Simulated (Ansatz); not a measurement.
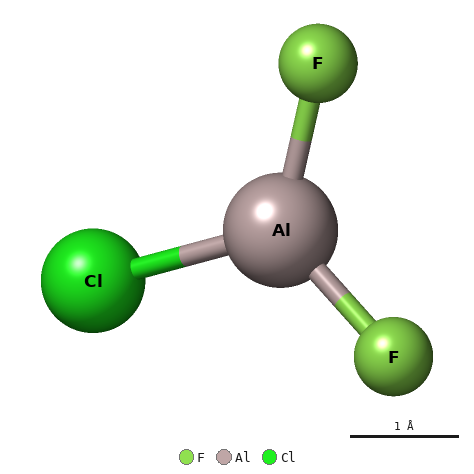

Rendered structure (ball-and-stick style). Every bond is drawn as one stick, whatever its order.

The geometry was computed by an optimisation with PBE0-D4/def2-TZVP.

**What is the molecular formula?**

AlClF2, 4 atoms: 1 aluminium, 1 chlorine and 2 fluorine.

**Which point group does it belong to?**

C2v.

**How many bonds of each kind are drawn?**

2 Al–F, 1 Al–Cl.

**What is its SMILES?**

[F][Al]([F])[Cl]

The parts below concern this one geometry. Atoms keep their numbers from picture to picture.

## Shape

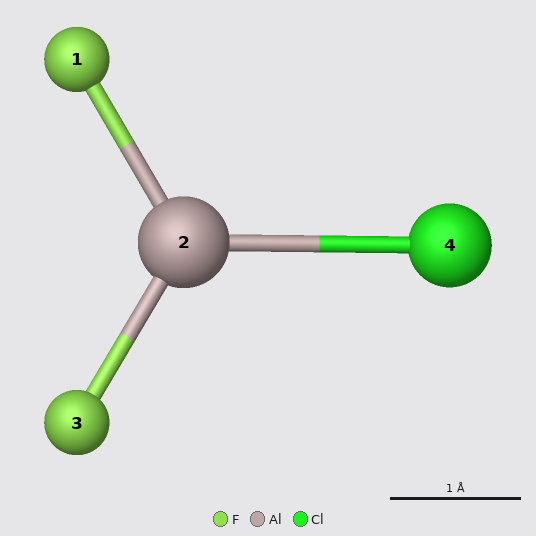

Estimate the angles F1–Al2–F3, F1–Al2–Cl4.

```csv
angle,degrees
F1–Al2–F3,119.0
F1–Al2–Cl4,120.5
```

## Charges

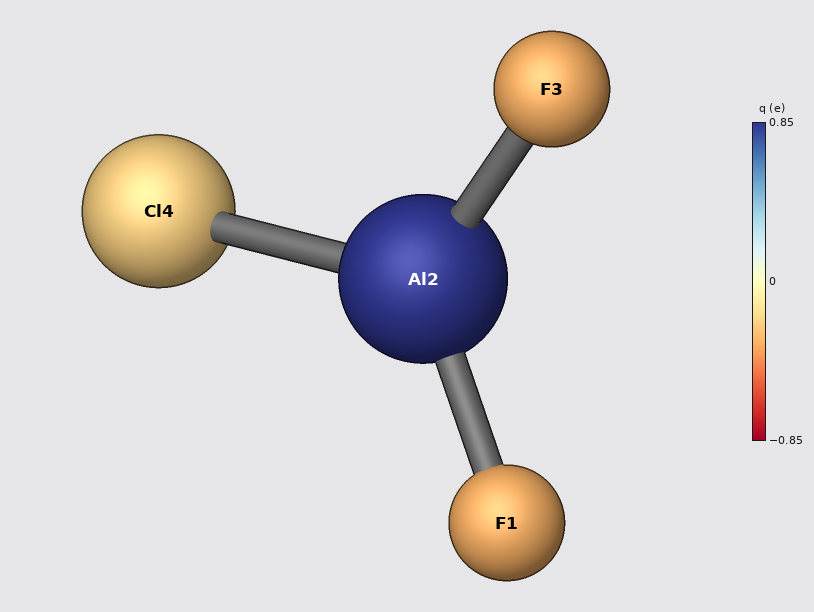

Atoms are coloured by their Mulliken charges. Level of theory: RKS PBE0-D4/def2-TZVP (Ansatz 0.2.0).

List the Mulliken charges.

| atom | value (e) |
| --- | --- |
| F1 | −0.31 |
| Al2 | 0.84 |
| F3 | −0.31 |
| Cl4 | −0.21 |

## Levels of theory compared

Program: Ansatz 0.2.0.

Tabulate HOMO–LUMO gap (eV) at these levels: B3LYP-D4/def2-TZVPP; B97M-V/def2-TZVPP; BHLYP-D4/def2-TZVPP; BLYP-D4/def2-TZVPP; PBE0-D4/def2-QZVPP; PBE0-D4/def2-SVP; PBE0-D4/def2-TZVPP; SPW92 (LDA)/def2-TZVPP; r2SCANh-D4/def2-TZVPP; ωB97M-V/def2-QZVPP.

| level | HOMO–LUMO gap (eV) |
| --- | --- |
| B3LYP-D4/def2-TZVPP | 7.92 |
| B97M-V/def2-TZVPP | 6.85 |
| BHLYP-D4/def2-TZVPP | 10.60 |
| BLYP-D4/def2-TZVPP | 6.04 |
| PBE0-D4/def2-QZVPP | 8.48 |
| PBE0-D4/def2-SVP | 8.59 |
| PBE0-D4/def2-TZVPP | 8.57 |
| SPW92 (LDA)/def2-TZVPP | 6.06 |
| r2SCANh-D4/def2-TZVPP | 7.90 |
| ωB97M-V/def2-QZVPP | 12.29 |

## Vibrations

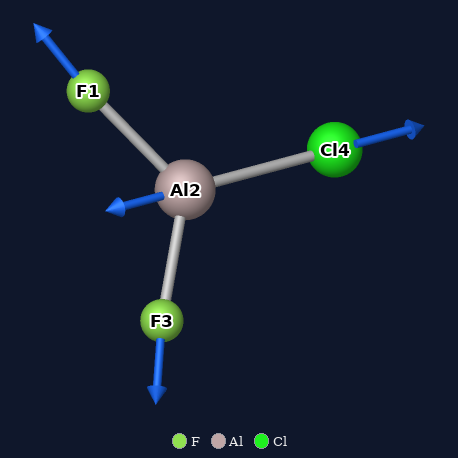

The arrows show one normal mode. Harmonic vibrations computed with RKS PBE0-D4/def2-TZVP (Ansatz 0.2.0) at a stationary point of the same level.

**Describe the motion.**

Mostly Al–Cl stretching.

**At what wavenumber does it lie?**

511 cm⁻¹; it is mode 4 of 6 counted from the lowest.

## Dipole moment

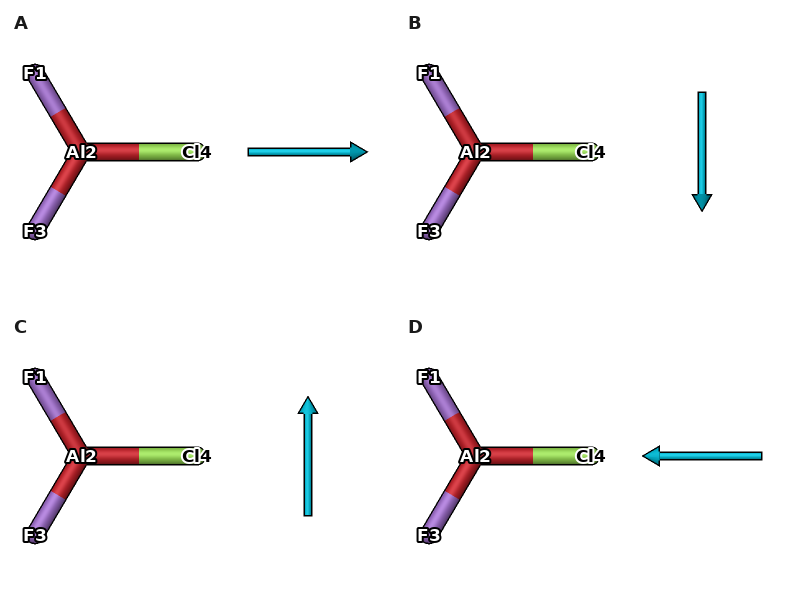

The same molecule four times, each with an arrow. Level of theory: RKS PBE-D4/def2-TZVPP (Ansatz 0.2.0).

**Which arrow points along the dipole moment, from the negative to the positive end?**

A. The dipole moment is 0.47 D; it points from the side of F1, F3 to the side of Cl4 (the outermost atoms at the two ends).

Mulliken values depend strongly on the basis set and can even reverse the polarity of a bond.
